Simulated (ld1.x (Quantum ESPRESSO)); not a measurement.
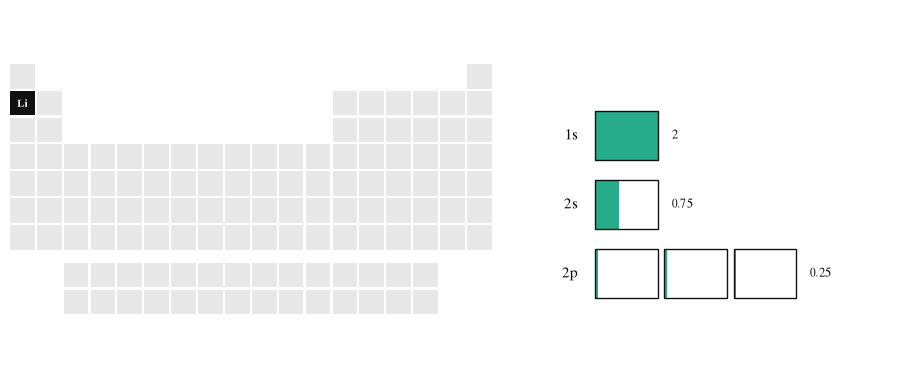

Left, the place of lithium in the periodic table; right, the valence shells of the reference configuration: a box for each of the 2l + 1 orbitals, shaded by the share of the shell that is filled, with the electron count at the right.

Pseudopotential generation for Li (part 1 of 2)

Lithium (Li, Z = 3), core none, reference valence 1s2 2s0.75 2p0.25, valence charge 3. Computed at this level: TM potential, PBEsol, fully relativistic, made with ld1.x (Quantum ESPRESSO) 7.5.

**Results in brief**

- outcome: generated; the pseudo-atom misses its reference levels by up to 0.30 eV (2s, which has no pseudo-wave of its own); ld1.x warns of wrong node counts
- reference test: the pseudo-atom misses its own reference levels by up to 0.30 eV
- cutoffs needed: 160 Ry and over 300 Ry (the cutoffs, on a coarse ladder, from which the occupation-weighted sum of valence levels, in a spherical-Bessel basis at the reference potential, stays within 10 and 1 mRy of its value at 400 Ry); ghost states and empty shells don't enter this sum
- ghost test: no ghost state below the valence levels in the s, p1/2, p3/2, d3/2, d5/2, f channels (spherical-Bessel basis up to 400 Ry, 20 bohr box)
- largest excitation error: -767 meV (all-electron minus pseudo) for 1s1 2s1 2p0, out of 5 test configurations
- range over which the phases arctan(r u′/u) at the test radius agree within 0.05 rad (a looser test near the poles than one of phase shifts): s: up to about -0.4 Ry; p1/2: up to about 0.6 Ry; p3/2: up to about 0.6 Ry; d3/2: up to about 1.5 Ry; d5/2: up to about 1.5 Ry
- hardware: 1 CPU thread, shared host
- wall time: 0.69 s

**Remarks**

An excitation error of 767 meV in its own tests makes this a poorly transferable potential. ld1.x warns that it found 1 node in place of 0 for 1s. It picks states by counting nodes, so it can end on another state than the one meant. In the reference test the levels of these shells still match within 0.00004 Ry.

**The input**
```
 &input
   title='Li', zed=3., rel=2, dft='PBESOL', iswitch=3,
   config='[He] 2s0.75 2p0.25 3d-2', rel_dist='average',
   nld=5, rlderiv=4.85, eminld=-6.0, emaxld=5.0, deld=0.02
 /
 &inputp
   pseudotype=2, tm=.true., lloc=2,
   nlcc=.false.,
   file_pseudopw='Li.UPF', file_wfcaegen='ae.wfc', file_wfcncgen='nc.wfc', file_beta='beta', file_chi='chi'
 /
3
1S  1  0   2.00   0.00  0.70  0.70  0.0
2P  2  1   0.25   0.00  4.20  4.20  0.0
3D  3  2  -2.00  -0.20  4.45  4.45  0.0
 &test
   configts(1)='1s2 2s0.75 2p0.25'
 /
```

**Input of the test run**
```
 &input
   title='Li', zed=3., rel=2, dft='PBESOL', iswitch=2,
   config='[He] 2s0.75 2p0.25 3d-2', rel_dist='average'
 /
 &test
   file_pseudo='Li.UPF', nconf=6,
   configts(1)='1s2 2s0.75 2p0.25',
   configts(2)='1s2 2s1 2p0',
   configts(3)='1s2 2s0 2p0',
   configts(4)='1s2 2s0.5 2p0',
   configts(5)='1s1 2s1 2p0',
   configts(6)='1s2 2s0 2p1'
 /
```

Command:
```bash
ld1.x < Li.in > Li.out
```

**Output**
```
     Program LD1 v.7.5
     --------------------------- All-electron run ----------------------------

     Li
     dirac relativistic calculation

     atomic number is  3.00
     dft =PBESOL   lsd =0 sic =0 latt =0  beta=0.20 tr2=1.0E-14
     Exchange-correlation= PBESOL
                           (   1   4  10   8   0   0   0)
     mesh =1017 r(mesh) =  99.62247 a.u. xmin = -7.00 dx = 0.01250
     1 Ry =  13.60569312 eV, c = 137.03599908

     n l j   nl                  e(Ry)          e(Ha)          e(eV)
     Spin orbit split results
     1 0 0.5 1S 1( 2.00)        -3.8052        -1.9026       -51.7724
     2 0 0.5 2S 1( 0.75)        -0.2175        -0.1087        -2.9586
     2 1 0.5 2P 1( 0.08)        -0.0877        -0.0439        -1.1935
     2 1 1.5 2P 1( 0.17)        -0.0877        -0.0439        -1.1933
     Averaged results
     1 0     1S 1( 2.00)        -3.8052        -1.9026       -51.7724
     2 0     2S 1( 0.75)        -0.2175        -0.1087        -2.9586
     2 1     2P 1( 0.25)        -0.0877        -0.0439        -1.1934

     final scf error:  7.5E-15 reached in  15 iterations

     Etot =     -14.743297 Ry,      -7.371648 Ha,    -200.592772 eV

     Ekin =      14.627790 Ry,       7.313895 Ha,     199.021221 eV
     Encl =     -33.905454 Ry,     -16.952727 Ha,    -461.307198 eV
     Eh   =       7.945943 Ry,       3.972972 Ha,     108.110068 eV
     Exc  =      -3.411576 Ry,      -1.705788 Ha,     -46.416862 eV

     normalization and overlap integrals

     s(1S/1S) =  1.000000  <r> =   0.5836  <r2> =    0.4678  r(max) =   0.3638
     s(2S/2S) =  1.000000  <r> =   3.9419  <r2> =   18.4839  r(max) =   3.1626
     s(2P/2P) =  1.000000  <r> =   5.0496  <r2> =   31.4691  r(max) =   3.9606
     s(2P/2P) =  1.000000  <r> =   5.0499  <r2> =   31.4724  r(max) =   3.9606

     ------------------------ End of All-electron run ------------------------

     --------------------- Generating NC pseudopotential ---------------------

      Generating local pot.: lloc=2, j= 1.50, matching radius rcloc =   4.4500

      Generating local pot.: lloc=2, j= 2.50, matching radius rcloc =   4.4500

     Fully relativistic calculation: |psi|^2

     Wfc 1S LC norm =  0.99990534 SC norm =  0.00009466 missing  0.00000000

     Wfc 2P LC norm =  0.99999644 SC norm =  0.00000352 missing  0.00000004

     Wfc 2P LC norm =  0.99999644 SC norm =  0.00000237 missing  0.00000119

      Wfc   1S  rcut= 0.706  Using Troullier-Martins method

      Wfc   2P  rcut= 4.164  Using Troullier-Martins method

      Wfc   2P  rcut= 4.164  Using Troullier-Martins method

       Warning: n=1, l=0 expected 0 nodes, found 1
       Setting wfc to zero for this iteration
       (This warning will only be printed once per wavefunction)

     ------------------- End of pseudopotential generation -------------------

     --------------------------- All-electron run ----------------------------

     Li
     dirac relativistic calculation

     atomic number is  3.00
     dft =PBESOL   lsd =0 sic =0 latt =0  beta=0.20 tr2=1.0E-14
     Exchange-correlation= PBESOL
                           (   1   4  10   8   0   0   0)
     mesh =1017 r(mesh) =  99.62247 a.u. xmin = -7.00 dx = 0.01250
     1 Ry =  13.60569312 eV, c = 137.03599908

     n l j   nl                  e(Ry)          e(Ha)          e(eV)
     Spin orbit split results
     1 0 0.5 1S 1( 2.00)        -3.8052        -1.9026       -51.7724
     2 0 0.5 2S 1( 0.75)        -0.2175        -0.1087        -2.9586
     2 1 0.5 2P 1( 0.08)        -0.0877        -0.0439        -1.1935
     2 1 1.5 2P 1( 0.17)        -0.0877        -0.0439        -1.1933
     Averaged results
     1 0     1S 1( 2.00)        -3.8052        -1.9026       -51.7724
     2 0     2S 1( 0.75)        -0.2175        -0.1087        -2.9586
     2 1     2P 1( 0.25)        -0.0877        -0.0439        -1.1934

     final scf error:  7.5E-15 reached in  15 iterations

     Etot =     -14.743297 Ry,      -7.371648 Ha,    -200.592772 eV

     Ekin =      14.627790 Ry,       7.313895 Ha,     199.021221 eV
     Encl =     -33.905454 Ry,     -16.952727 Ha,    -461.307198 eV
     Eh   =       7.945943 Ry,       3.972972 Ha,     108.110068 eV
     Exc  =      -3.411576 Ry,      -1.705788 Ha,     -46.416862 eV

     normalization and overlap integrals

     s(1S/1S) =  1.000000  <r> =   0.5836  <r2> =    0.4678  r(max) =   0.3638
     s(2S/2S) =  1.000000  <r> =   3.9419  <r2> =   18.4839  r(max) =   3.1626
     s(2P/2P) =  1.000000  <r> =   5.0496  <r2> =   31.4691  r(max) =   3.9606
     s(2P/2P) =  1.000000  <r> =   5.0499  <r2> =   31.4724  r(max) =   3.9606

     ------------------------ End of All-electron run ------------------------

     Computing logarithmic derivative in   4.86787
     Computing logarithmic derivative in   4.86787
     Computing the partial wave expansion
     R is outside the sphere for l=    0 j= 0.50
     R is outside the sphere for l=    1 j= 0.50
     R is outside the sphere for l=    1 j= 1.50
       no projector for channel:   2
       no projector for channel:   2

     ---------------------- Testing the pseudopotential ----------------------

     Li
     dirac relativistic calculation

     atomic number is  3.00   valence charge is  3.00
     dft =PBESOL   lsd =0 sic =0 latt =0  beta=0.20 tr2=1.0E-14
     mesh =1017 r(mesh) =  99.62247 xmin = -7.00 dx = 0.01250

     n l  j  nl             e AE (Ry)       e PS (Ry)    De AE-PS (Ry)
     1 0 0.5 1S   1( 2.00)       -3.80520       -3.80524        0.00004
     2 0 0.5 2S   1( 0.75)       -0.21745       -0.19514       -0.02231  !
     2 1 0.5 2P   1( 0.08)       -0.08772       -0.08772       -0.00000
     2 1 1.5 2P   1( 0.17)       -0.08771       -0.08771        0.00000

     eps = 3.9E-15  iter = 14

     Etot =     -14.743297 Ry,      -7.371648 Ha,    -200.592772 eV
     Etotps =   -14.537851 Ry,      -7.268926 Ha,    -197.797546 eV

     Ekin =      13.139591 Ry,       6.569796 Ha,     178.773244 eV
     Encl =     -13.325280 Ry,      -6.662640 Ha,    -181.299676 eV
     Ehrt =       7.735295 Ry,       3.867647 Ha,     105.244043 eV
     Ecxc =      -3.331214 Ry,      -1.665607 Ha,     -45.323476 eV
     Epseu=     -18.756243 Ry,      -9.378121 Ha,    -255.191682 eV

     ---------------------- End of pseudopotential test ----------------------
```

**Output of the test run (extracts)**
```
     ---------------------- Testing the pseudopotential ----------------------

     Li
     dirac relativistic calculation

     atomic number is  3.00   valence charge is  3.00
     dft =PBESOL   lsd =0 sic =0 latt =0  beta=0.20 tr2=1.0E-14
     mesh =1017 r(mesh) =  99.62247 xmin = -7.00 dx = 0.01250

     n l  j  nl             e AE (Ry)       e PS (Ry)    De AE-PS (Ry)
     1 0 0.5 1S   1( 2.00)       -3.80520       -3.80524        0.00004
     2 0 0.5 2S   1( 0.75)       -0.21745       -0.19514       -0.02231  !
     2 1 0.5 2P   1( 0.08)       -0.08772       -0.08772       -0.00000
     2 1 1.5 2P   1( 0.17)       -0.08771       -0.08771        0.00000

     eps = 3.1E-15  iter = 14

     Etot =     -14.743297 Ry,      -7.371649 Ha,    -200.592776 eV
     Etotps =   -14.537851 Ry,      -7.268926 Ha,    -197.797546 eV

     Ekin =      13.139591 Ry,       6.569796 Ha,     178.773244 eV
     Encl =     -13.325280 Ry,      -6.662640 Ha,    -181.299676 eV
     Ehrt =       7.735295 Ry,       3.867647 Ha,     105.244043 eV
     Ecxc =      -3.331214 Ry,      -1.665607 Ha,     -45.323476 eV
     Epseu=     -18.756243 Ry,      -9.378121 Ha,    -255.191681 eV

     ---------------------- End of pseudopotential test ----------------------

     ---------------------- Testing the pseudopotential ----------------------

     Li
     dirac relativistic calculation

     atomic number is  3.00   valence charge is  3.00
     dft =PBESOL   lsd =0 sic =0 latt =0  beta=0.20 tr2=1.0E-14
     mesh =1017 r(mesh) =  99.62247 xmin = -7.00 dx = 0.01250

     n l  j  nl             e AE (Ry)       e PS (Ry)    De AE-PS (Ry)
     1 0 0.5 1S   1( 2.00)       -3.77581       -3.78739        0.01158  !
     2 0 0.5 2S   1( 1.00)       -0.20741       -0.18863       -0.01877  !
     2 1 0.5 2P   1( 0.00)       -0.07759       -0.08081        0.00322
     2 1 1.5 2P   1( 0.00)       -0.07758       -0.08080        0.00322

     eps = 9.5E-15  iter = 15

     Etot =     -14.775740 Ry,      -7.387870 Ha,    -201.034187 eV
     Etotps =   -14.564759 Ry,      -7.282379 Ha,    -198.163639 eV
     dEtot_ae =      -0.032443 Ry
     dEtot_ps =      -0.026907 Ry,   Delta E=      -0.005536 Ry

     Ekin =      13.143147 Ry,       6.571573 Ha,     178.821622 eV
     Encl =     -13.374428 Ry,      -6.687214 Ha,    -181.968359 eV
     Ehrt =       7.780868 Ry,       3.890434 Ha,     105.864096 eV
     Ecxc =      -3.342578 Ry,      -1.671289 Ha,     -45.478084 eV
     Epseu=     -18.771768 Ry,      -9.385884 Ha,    -255.402913 eV

     ---------------------- End of pseudopotential test ----------------------

     ---------------------- Testing the pseudopotential ----------------------

     Li
     dirac relativistic calculation

     atomic number is  3.00   valence charge is  3.00
     dft =PBESOL   lsd =0 sic =0 latt =0  beta=0.20 tr2=1.0E-14
     mesh =1017 r(mesh) =  99.62247 xmin = -7.00 dx = 0.01250

     n l  j  nl             e AE (Ry)       e PS (Ry)    De AE-PS (Ry)
     1 0 0.5 1S   1( 2.00)       -4.39847       -4.35320       -0.04527  !
     2 0 0.5 2S   1( 0.00)       -0.49155       -0.43223       -0.05932  !
     2 1 0.5 2P   1( 0.00)       -0.34237       -0.32497       -0.01740  !
     2 1 1.5 2P   1( 0.00)       -0.34234       -0.32495       -0.01739  !

     eps = 8.9E-15  iter =  6

     Etot =     -14.394513 Ry,      -7.197256 Ha,    -195.847320 eV
     Etotps =   -14.216562 Ry,      -7.108281 Ha,    -193.426177 eV
     dEtot_ae =       0.348785 Ry
     dEtot_ps =       0.321290 Ry,   Delta E=       0.027495 Ry

     Ekin =      12.897478 Ry,       6.448739 Ha,     175.479129 eV
     Encl =     -11.706734 Ry,      -5.853367 Ha,    -159.278230 eV
     Ehrt =       6.427073 Ry,       3.213536 Ha,      87.444778 eV
     Ecxc =      -3.127853 Ry,      -1.563927 Ha,     -42.556613 eV
     Epseu=     -18.706525 Ry,      -9.353263 Ha,    -254.515241 eV

     ---------------------- End of pseudopotential test ----------------------

     ---------------------- Testing the pseudopotential ----------------------

     Li
     dirac relativistic calculation

     atomic number is  3.00   valence charge is  3.00
     dft =PBESOL   lsd =0 sic =0 latt =0  beta=0.20 tr2=1.0E-14
     mesh =1017 r(mesh) =  99.62247 xmin = -7.00 dx = 0.01250

     n l  j  nl             e AE (Ry)       e PS (Ry)    De AE-PS (Ry)
     1 0 0.5 1S   1( 2.00)       -4.06039       -4.04872       -0.01167  !
     2 0 0.5 2S   1( 0.50)       -0.38573       -0.35403       -0.03169  !
     2 1 0.5 2P   1( 0.00)       -0.24022       -0.23778       -0.00244
     2 1 1.5 2P   1( 0.00)       -0.24021       -0.23777       -0.00244

     eps = 7.3E-15  iter = 21

     Etot =     -14.627778 Ry,      -7.313889 Ha,    -199.021061 eV
     Etotps =   -14.429286 Ry,      -7.214643 Ha,    -196.320439 eV
     dEtot_ae =       0.115519 Ry
     dEtot_ps =       0.108565 Ry,   Delta E=       0.006954 Ry

     Ekin =      13.047366 Ry,       6.523683 Ha,     177.518465 eV
     Encl =     -12.603817 Ry,      -6.301908 Ha,    -171.483665 eV
     Ehrt =       7.100019 Ry,       3.550009 Ha,      96.600676 eV
     Ecxc =      -3.227444 Ry,      -1.613722 Ha,     -43.911612 eV
     Epseu=     -18.745410 Ry,      -9.372705 Ha,    -255.044302 eV

     ---------------------- End of pseudopotential test ----------------------

     ---------------------- Testing the pseudopotential ----------------------

     Li
     dirac relativistic calculation

     atomic number is  3.00   valence charge is  3.00
     dft =PBESOL   lsd =0 sic =0 latt =0  beta=0.20 tr2=1.0E-14
     mesh =1017 r(mesh) =  99.62247 xmin = -7.00 dx = 0.01250

     n l  j  nl             e AE (Ry)       e PS (Ry)    De AE-PS (Ry)
     1 0 0.5 1S   1( 1.00)       -6.26167       -6.33434        0.07267  !
     2 0 0.5 2S   1( 1.00)       -0.90326       -0.80812       -0.09514  !
     2 1 0.5 2P   1( 0.00)       -0.73420       -0.70987       -0.02433  !
     2 1 1.5 2P   1( 0.00)       -0.73411       -0.70983       -0.02428  !

     eps = 8.7E-15  iter = 13

     Etot =      -9.794191 Ry,      -4.897095 Ha,    -133.256752 eV
     Etotps =    -9.532349 Ry,      -4.766175 Ha,    -129.694217 eV
     dEtot_ae =       4.949106 Ry
     dEtot_ps =       5.005502 Ry,   Delta E=      -0.056396 Ry

     Ekin =       8.026910 Ry,       4.013455 Ha,     109.211670 eV
     Encl =      -8.327108 Ry,      -4.163554 Ha,    -113.296076 eV
     Ehrt =       2.873643 Ry,       1.436821 Ha,      39.097904 eV
     Ecxc =      -1.695253 Ry,      -0.847627 Ha,     -23.065099 eV
     Epseu=     -10.410540 Ry,      -5.205270 Ha,    -141.642617 eV

     ---------------------- End of pseudopotential test ----------------------
```

(Continued in part 2.)
